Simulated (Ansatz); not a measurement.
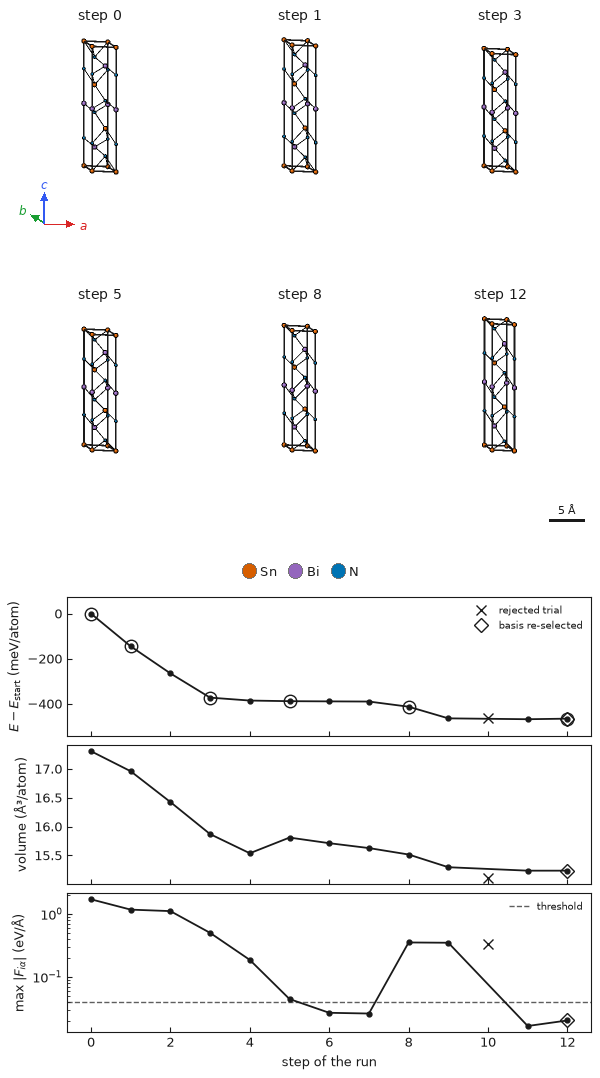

Frames of a relaxation of crystalline SnBiN$_{2}$ (built on the layered alpha-NaFeO2 type) (coarse preliminary run), marked on the history of the run. A ball-and-stick model of the conventional cell (3 times the calculation's cell), seen slightly off an axis. Lengths and directions refer to the drawn axes.

Case: layered alpha-NaFeO2 type (R-3m, No. 166).

Computed with DFT PBE, scalar-relativistic, plane waves, PAW in Ansatz 0.2.0.

Input
```yaml
crystal:
  lattice:
    - [1.78411516, 1.0300593679, 6.2781658728]
    - [-1.78411516, 1.0300593679, 6.2781658728]
    - [0.0, -2.0601187359, 6.2781658728]
  atoms:
    - { symbol: Sn, position: [0.0, 0.0, 0.0] }
    - { symbol: Bi, position: [0.5, 0.5, 0.5] }
    - { symbol: "N", position: [0.222, 0.222, 0.222] }
    - { symbol: "N", position: [0.778, 0.778, 0.778] }
basis:
  ecutwfc: 420
kpoints:
  mp_grid: { grid: [6, 6, 6] }
hamiltonian:
  xc: pbe
scf:
  occupations: { method: gaussian, width: 0.1 }
  lower_state_search: "off"
output:
  forces: true
  stress: true
  eigenvalues: true
relax:
  adjacent_minimum: "off"
  f_tol: 0.04
  max_steps: 70
  cell: { stress_tol: 0.4 }
```

Command:
```bash
ansatz run input.yaml --threads 1 --pin off --max-ram 2560MiB --backend cpu --events-out ev --progress --plain --runs-dir out
```

What happens along the run?

After 10 accepted moves (12 points after the start) the energy has fallen by 466 meV per atom. Largest force component: 1.7 eV/Å at the start, 0.02 eV/Å at the end. The pressure goes from 1.81 to −0.18 GPa. The line search rejected the trial step at point 10 of the run. At 1 point the geometry stayed and the basis and grid were re-selected for the new cell (energy shift of 2.5 meV per atom at most each time). The largest moves relative to the cell, 0.94 Å, are those of N3 and N4. N3 goes along +c. Sn and Bi stay in place. Cell: a = b 3.568 → 3.327 Å (−6.8 %), c 18.834 → 19.070 Å (+1.3 %). Volume −12.0 %. Near-neighbour distances that change, for instance: Sn1–N3 2.940 → 2.256 Å, Bi2–N3 2.309 → 2.770 Å. The space group stays R-3m (No. 166). From step 0 to 1: N atoms move most (0.20 Å), volume −2.0 %, energy −145 meV per atom. From step 1 to 3: N atoms move most (0.37 Å), volume −6.4 %, energy −227 meV per atom. From step 3 to 5: N atoms move most (0.09 Å), volume −0.4 %, energy −15.8 meV per atom. From step 5 to 8: N atoms move most (0.11 Å), volume −1.9 %, energy −24.5 meV per atom. From step 8 to 12: N atoms move most (0.13 Å), volume −1.8 %, energy −53.0 meV per atom.

| step | E − E(0), meV/atom | largest force component, eV/Å | pressure, GPa | volume, Å³/atom | note |
| --- | --- | --- | --- | --- | --- |
| 0 | 0.00 | 1.7099 | 1.81 | 17.306 |  |
| 1 | -145.02 | 1.1717 | -0.29 | 16.959 |  |
| 2 | -264.99 | 1.1103 | -0.52 | 16.425 |  |
| 3 | -372.50 | 0.5009 | 0.04 | 15.870 |  |
| 4 | -385.48 | 0.1863 | 1.17 | 15.538 |  |
| 5 | -388.26 | 0.0445 | -0.78 | 15.810 |  |
| 6 | -389.15 | 0.0269 | -0.15 | 15.712 |  |
| 7 | -389.89 | 0.0262 | 0.27 | 15.628 |  |
| 8 | -412.80 | 0.3525 | -0.98 | 15.516 |  |
| 9 | -464.45 | 0.3489 | 0.19 | 15.296 |  |
| 10 | -464.76 | 0.3283 | 0.42 | 15.111 | rejected |
| 11 | -468.28 | 0.0166 | -0.02 | 15.236 |  |
| 12 | -465.80 | 0.0203 | -0.18 | 15.236 | same geometry, new basis |
